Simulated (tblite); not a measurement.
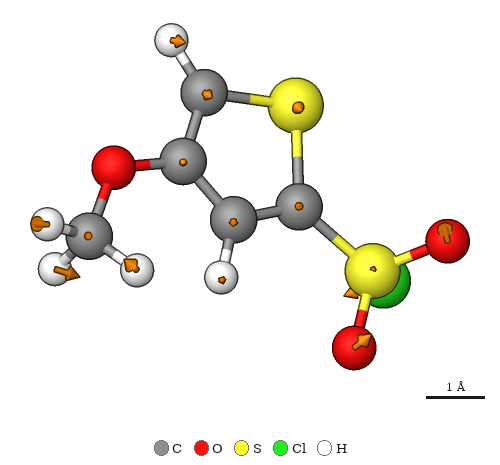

This is a relaxation of C₅H₅ClO₃S₂. The starting structure is drawn; orange arrows show the displacements, at their true length. The two geometries are superimposed by the best rigid fit.

The picture is a ball-and-stick view, seen at a tilt.

All numbers below come from tblite, GFN2-xTB geometry optimisation, gas phase. 

**What happened in the run?**

The Cl atom moves most after the best rigid fit: 0.78 Å. By element the largest moves are Cl 0.78 Å, O 0.71 Å, H 0.60 Å, S 0.29 Å, C 0.23 Å. Among the contacts that change: C–S 1.856 → 1.706 Å, C–S 1.804 → 1.716 Å, O–S 1.499 → 1.424 Å, C–C 1.358 → 1.419 Å. Among the angles between lasting bonds that change: O–S–O 112.3° → 120.2°, S–C–C 106.4° → 114.1°, C–C–C 118.4° → 111.2°. Groups turn about C–S by about 25°, C–O by about 25°. After 98 geometry steps the energy has fallen by 105.8 kJ/mol.
